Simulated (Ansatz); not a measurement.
In doubt: masses and optical values from hybrid runs of this build are listed as unsure (in some of the runs), which bears on the screening that GW takes from such a start; one-shot GW on d or f shells is unsure (in some of the runs), so the values of those runs are not to be relied on.

System: NaSrCeSbO6 (F-43m).

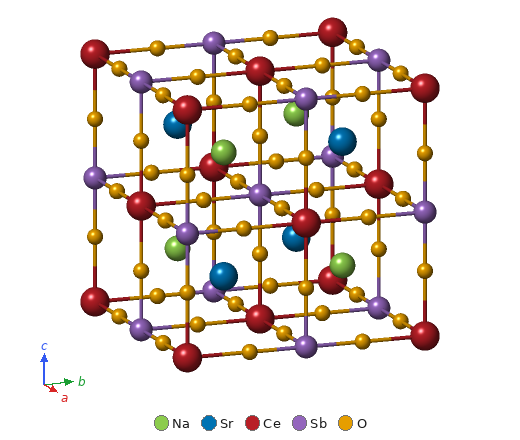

The structure (sodium green, strontium blue, cerium red, antimony purple, oxygen orange). Some periodic images of atoms are drawn too.

```xyz
10
Lattice="0.0000 4.2100 4.2100 4.2100 0.0000 4.2100 4.2100 4.2100 0.0000" Properties=species:S:1:pos:R:3 pbc="T T T"
Na    6.3150    6.3150    6.3150
Sr    2.1050    2.1050    2.1050
Ce    0.0000    0.0000    0.0000
Sb    4.2100    4.2100    4.2100
O     2.2104    4.2100    4.2100
O     6.2096    4.2100    4.2100
O     4.2100    4.2100    6.2096
O     4.2100    4.2100    2.2104
O     4.2100    2.2104    4.2100
O     4.2100    6.2096    4.2100
```

The cell and positions are those that the Materials Project relaxed with its own functionals (PBE, PBE+U or r2SCAN), kept fixed. Spin-orbit coupling is left out unless a run names it.

Gaps computed with Ansatz 0.2.0 without a self-energy: HSE06 3.91 eV, r2SCAN 2.29 eV and PBE0 4.69 eV.

What gap should G0W0 on HSE06 give (4×4×4 mesh, 818 empty bands, screening to 180 eV, PAW set soft_1 files)?

About 5.45 eV: on its mesh the run moves the gap from 3.91 eV by +1.54 eV. A band edge moves to another state on the way. Among the scalar-relativistic levels given, PBE0 is nearest (−0.76 eV). Bands and cutoff are finite, so the gap is not at the basis limit. The miss can reach some tenths of an eV and take either sign; the mesh is an error of its own. Empty 4f levels lie among the conduction bands. Their place in the start is unsure; it enters the screening, and the edge itself where they lie low. The runs have no spin polarisation. For a closed low-spin shell that is the natural state; where a d or f shell is open it is a constraint, and the gap is then not the crystal's own. The compound holds f electrons or empty f levels, where one-shot G0W0 is unsure. The many-body steps are scalar-relativistic: spin-orbit coupling is not in them.

[Paths, hosts, dates, memory and timing lines, banners, echoed tables and standing remarks are left out of the program output.]

[Logs are printed without paths, hosts, clocks, repeated set-up lines and the standing remarks that a program may print on its own settings, such as how far it seeks lower states.]

[Runs of the session that timed out or met a known fault of the program may be left out.]

[Cells called generated may have been cut or substituted from an entry of the Crystallography Open Database or the Materials Project.]

[Hosts, paths, dates, database ids (printed as entryN), source tags and the programs' standing remarks are cut or masked in the printed files.]
